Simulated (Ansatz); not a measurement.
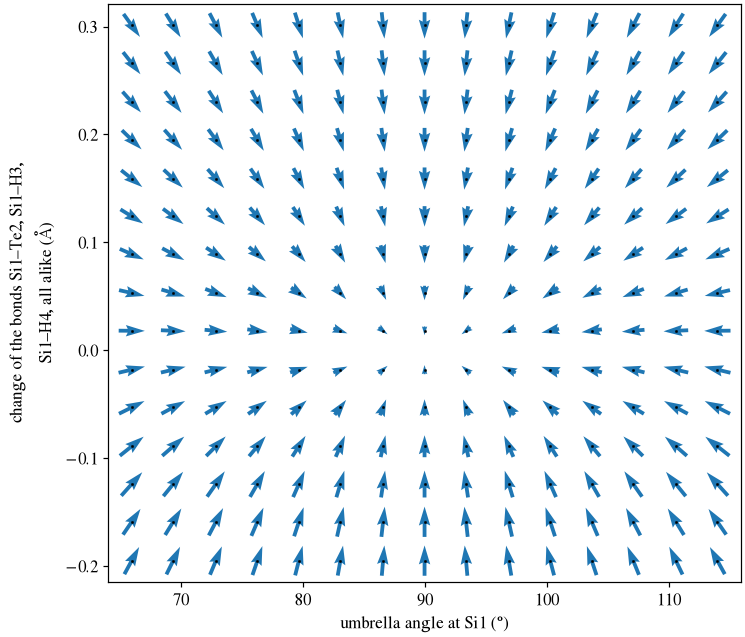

H₃SiTe, SMILES [SiH2+][TeH], charge +1. 
- The first coordinate is: umbrella angle at Si1 (between each of its bonds and their common axis; 90 is planar); the second: change of the bonds Si1–Te2, Si1–H3, Si1–H4, all alike.
- Nothing is relaxed (all other coordinates rigid).
- Grid: 15 × 15 points; 120 points were computed and 105 follow by symmetry.
- Points are written as (first, second).
- Method: RKS PBE0-D4/def2-TZVP (Ansatz 0.2.0).

The picture shows dots at the grid points, arrows along the force (downhill), their lengths compressed.

The arrows alone are given. Where is the energy lowest?

Answer. The arrows converge at about (90°, 0.000 Å) (read from the interpolated surface).

The energy map of the same scan:

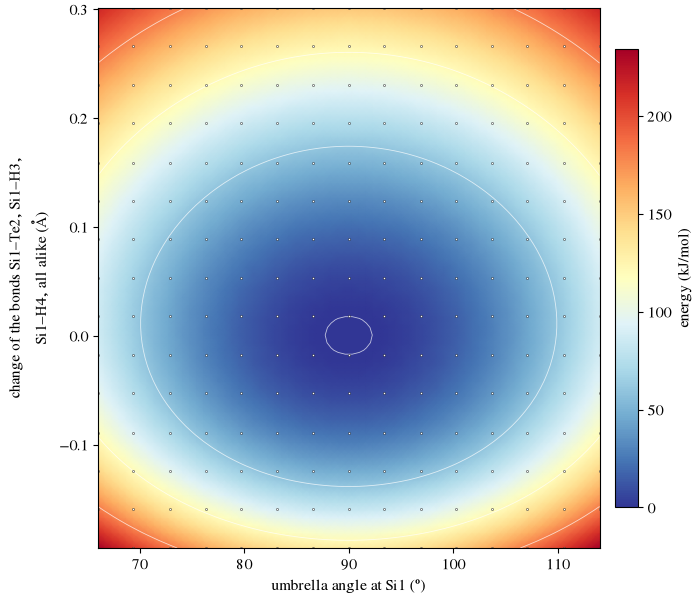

Energies are in kJ/mol, from the lowest grid point; between grid points the surface is interpolated.
